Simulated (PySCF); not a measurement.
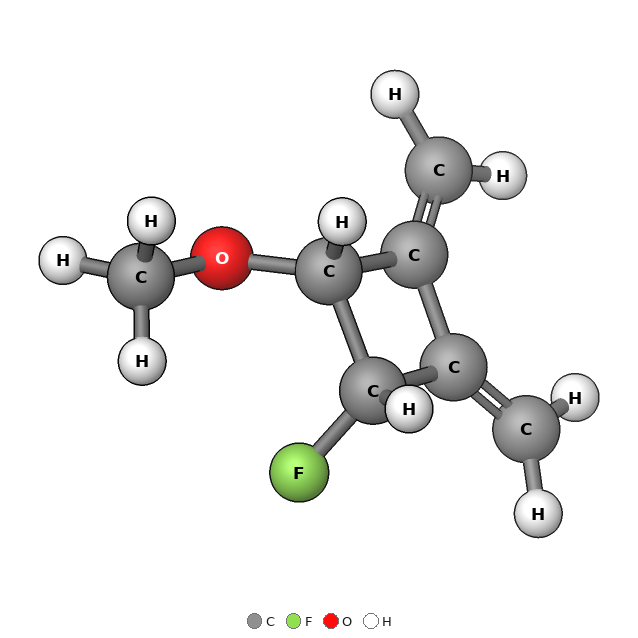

Computed geometry: GFN2-xTB optimisation. No frequency run is at hand to confirm it as a minimum.

**Give the formula.**

C7H9FO, 18 atoms: 7 carbon, 9 hydrogen, 1 fluorine and 1 oxygen.

**Write the SMILES.**

C=C1C(=C)[C@H](F)[C@@H]1OC

**Name functional groups in it.**

Among them: ether, alkene, C–F bond.

**Give the symmetry (Schoenflies symbol).**

C1.

**How many bonds of each kind are drawn?**

9 C–H, 6 C–C, 2 C–O, 1 C–F.

The parts below concern this one geometry. Atoms keep their numbers from picture to picture.

### Shape

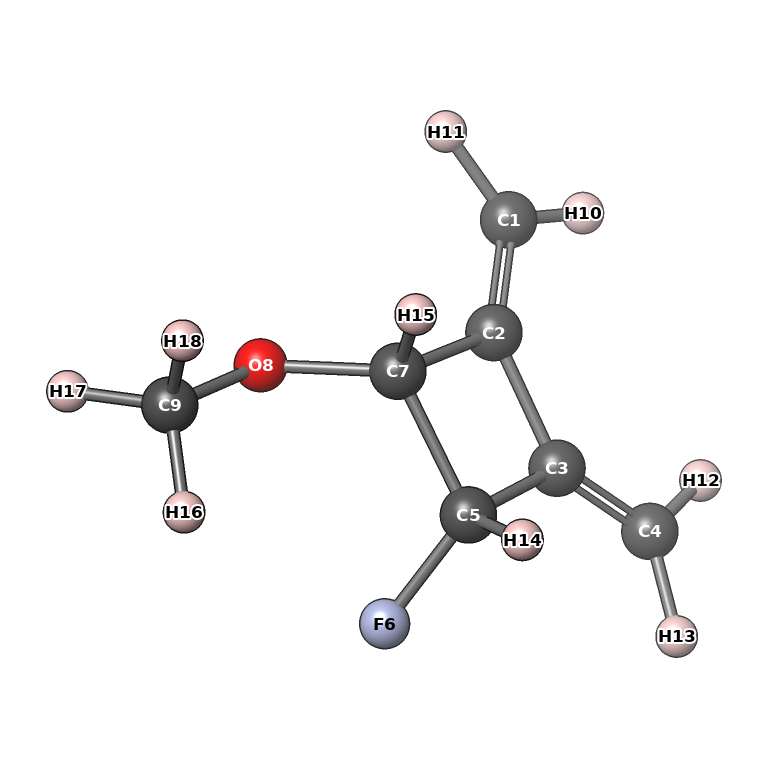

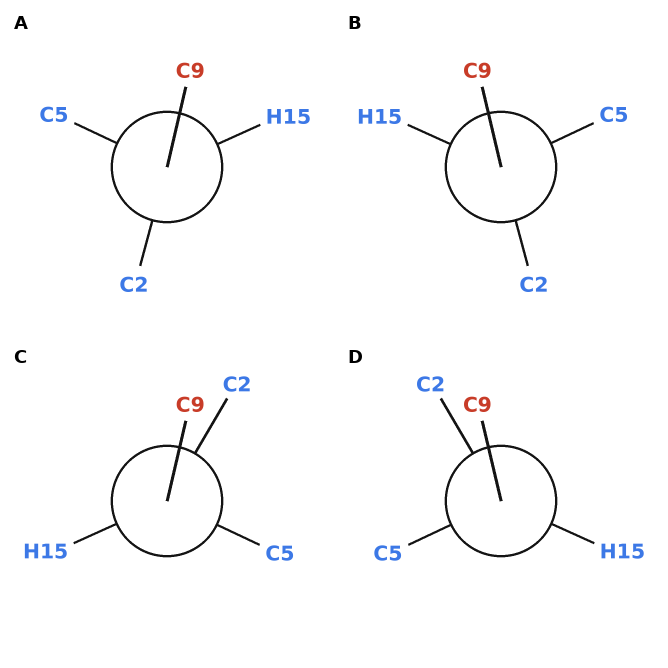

Atoms fade into the background with distance from the viewer. Bonds that would overlap in a projection are set slightly apart. No frequency run is at hand to confirm it as a minimum.

**Which Newman projection shows the view along O8–C7, with O8 in front?**

B. The torsion angle C9–O8–C7–C5 is 78°, synclinal (gauche).

### NMR shielding

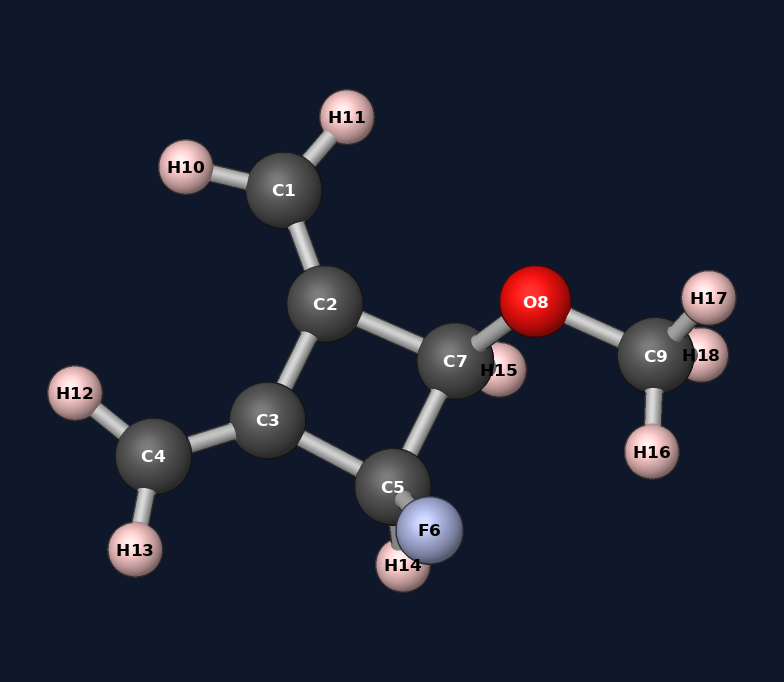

No frequency run is at hand to confirm it as a minimum. Method: GIAO PBE0/pcSseg-1 NMR shielding, non-relativistic, gas phase (PySCF 2.14.0). Principal shieldings σ11 ≤ σ22 ≤ σ33, span Ω = σ33 − σ11, skew κ = 3(σiso − σ22)/Ω.

Give the shielding tensors of the O atoms.

```
atom    σ11    σ22    σ33   σiso     Ω      κ
  O8  264.4  309.0  326.7  300.0  62.3  −0.43
```

Shieldings and span in ppm.

### Charges

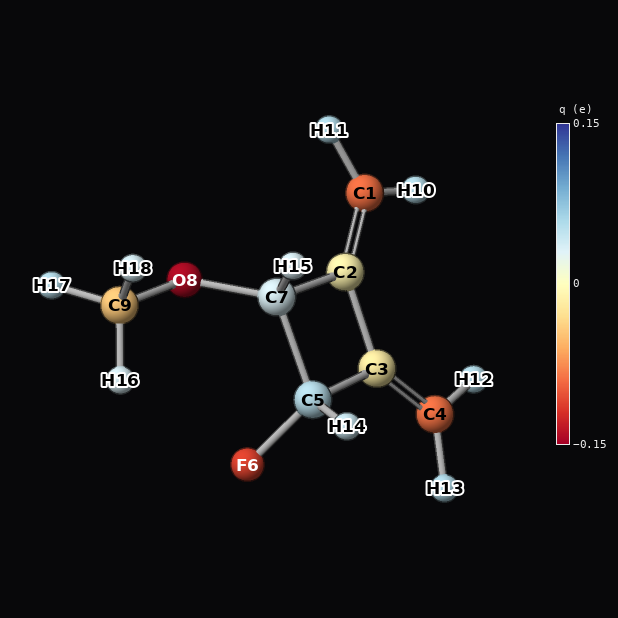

Atoms are coloured by their Hirshfeld charges. No frequency run is at hand to confirm it as a minimum. Level of theory: PBE0/pcSseg-1, gas phase (PySCF 2.14.0).

**Which atom carries the highest charge (most positive or least negative)?**

C5, H10, H11, H12, H13, H17 (0.05 e).

**And the lowest?**

O8 (−0.14 e).

Give the Hirshfeld charges atom by atom.

```tsv
atom	value (e)
C1	−0.09
C2	−0.01
C3	−0.02
C4	−0.09
C5	0.05
F6	−0.11
C7	0.03
O8	−0.14
C9	−0.04
H10	0.05
H11	0.05
H12	0.05
H13	0.05
H14	0.04
H15	0.03
H16	0.03
H17	0.05
H18	0.03
```

### Electronic properties

No frequency run is at hand to confirm it as a minimum. Properties computed with PBE0/def2-SVPD, gas phase (PySCF 2.14.0). Excitations: vertical, linear response.

**Estimate the brightest of the 6 lowest singlets.**

5.14 eV.

**Give the lowest vertical singlet excitation at this level.**

4.67 eV.

**Give the dipole moment at this level.**

1.89 D.

**What is the mean static polarisability?**

90.6 bohr³.

### Ring current

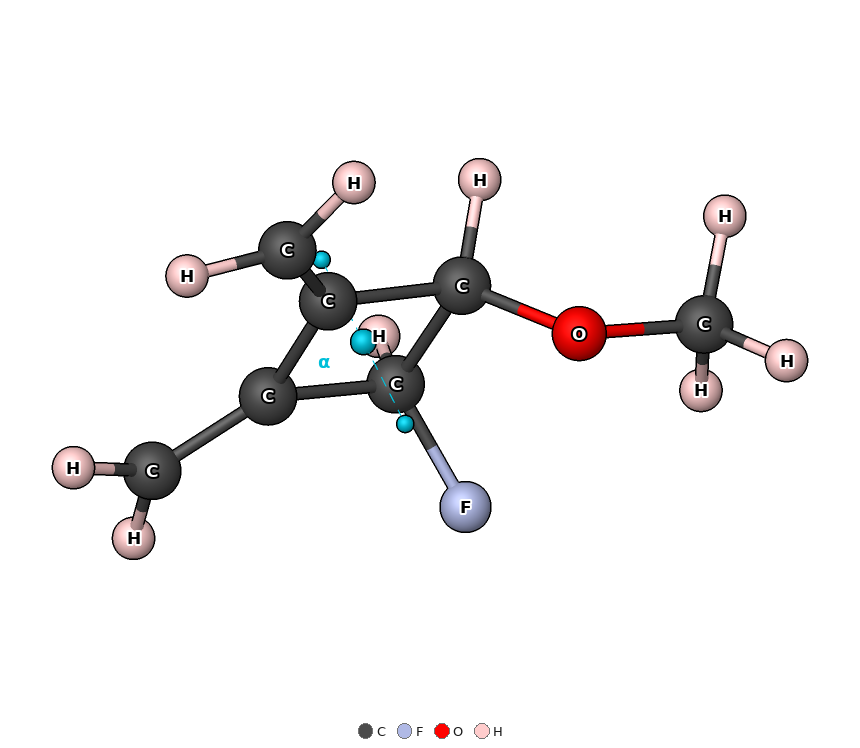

The small points mark where nucleus-independent chemical shifts (NICS) were computed: at the centre of each lettered ring and 1 Å above and below it. No frequency run is at hand to confirm it as a minimum. Method: GIAO PBE0/pcSseg-1 NMR shielding, non-relativistic, gas phase (PySCF 2.14.0).

Give NICS(0), NICS(1) and the out-of-plane component NICS(1)zz for each ring (means of the two sides).

```json
{"ring": "α", "members": "C4", "NICS(0)": "4.0", "NICS(1)": "−2.0", "NICS(1)zz": "2.4"}
```

Values in ppm.
